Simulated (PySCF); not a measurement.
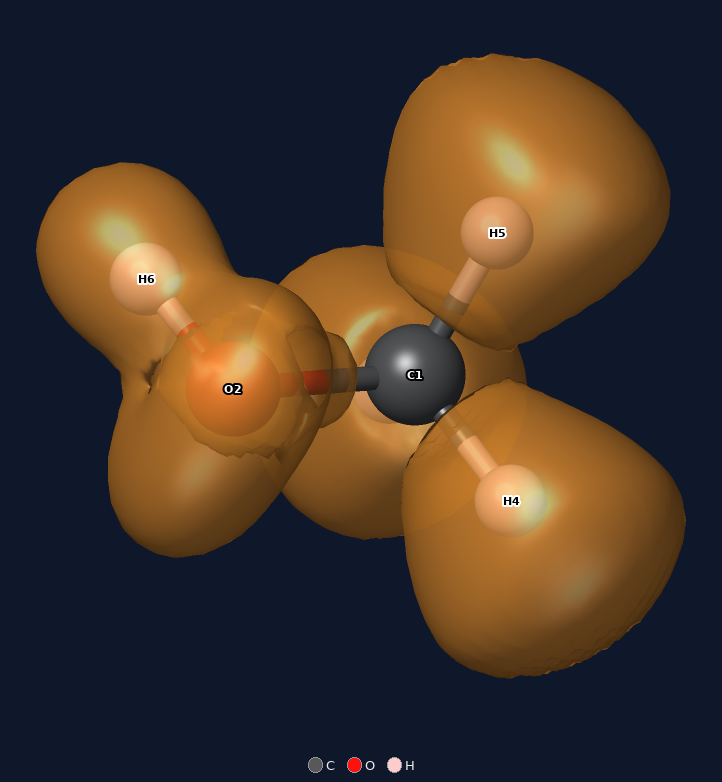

*CH₄O. Isosurface of the ELF at 0.75 (orange), seen at an oblique angle. Only the valence region is drawn (cores and ρ < 0.01 e/Å³ removed).*

Geometry: PBE0-D3(BJ)/def2-TZVP.

Computed with PBE0/pcSseg-2, SCF density, gas phase, non-relativistic in PySCF.

| atom | x (Å) | y (Å) | z (Å) |
| --- | --- | --- | --- |
| C | -0.3474 | 0.0442 | -0.0239 |
| O | 0.9136 | -0.4407 | -0.4230 |
| H | -0.6404 | -0.3193 | 0.9688 |
| H | -1.0751 | -0.3243 | -0.7475 |
| H | -0.3930 | 1.1404 | -0.0234 |
| H | 1.5712 | -0.1287 | 0.2016 |

What do the ELF domains correspond to?

Answer. The surface consists of three regions around hydrogen nuclei and one joined region spread over several atoms (H, O), in which their bonds and any lone pairs are merged.

Values along the shortest contacts:
C–O (1.41 Å): the ELF peaks at about 0.90 between the atoms: a shared but strongly polarised pair. O–H (0.96 Å): the ELF climbs to about 1 towards the hydrogen, as it does in any bond to H; an ordinary covalent bond to hydrogen.
